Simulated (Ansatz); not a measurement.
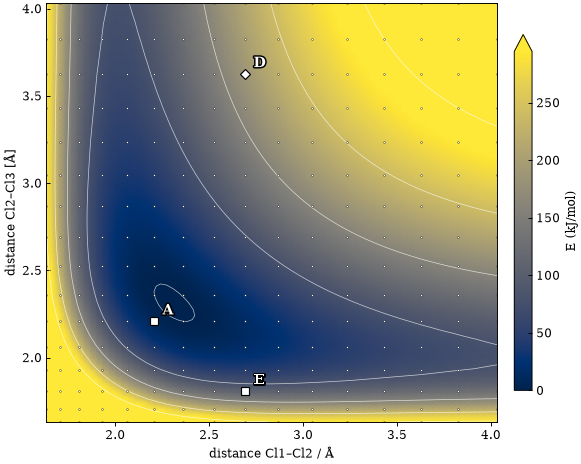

The system Cl⁻ + Cl₂. 
- The first coordinate is: distance Cl1–Cl2; the second: distance Cl2–Cl3.
- Nothing is relaxed (the angle Cl1–Cl2–Cl3 is fixed at 180 degrees).
- Grid: 16 × 16 points; 136 points were computed and 120 follow by symmetry.
- Points are written as (first, second).
- Energies: kJ/mol, counted from the lowest grid point.
- The reference is spin-restricted, so regions where a bond is pulled apart into radicals lie too high.
- Method: RKS CAM-B3LYP-D4/def2-TZVPD in Ansatz.

Drawn: a smooth colour map with a few white contour lines, dots at the grid points, one colour for all values above the top of the scale, lettered points. Between grid points the surface is interpolated.

**What kind of point is each of D, E: minimum, saddle, maximum or slope?**

D: on a slope; E: on a slope. (In these two coordinates alone; a stationary point may lie a little off the grid point.)

**Rank the lettered points by energy, lowest first.**

A (8 kJ/mol), E (108 kJ/mol), D (188 kJ/mol).
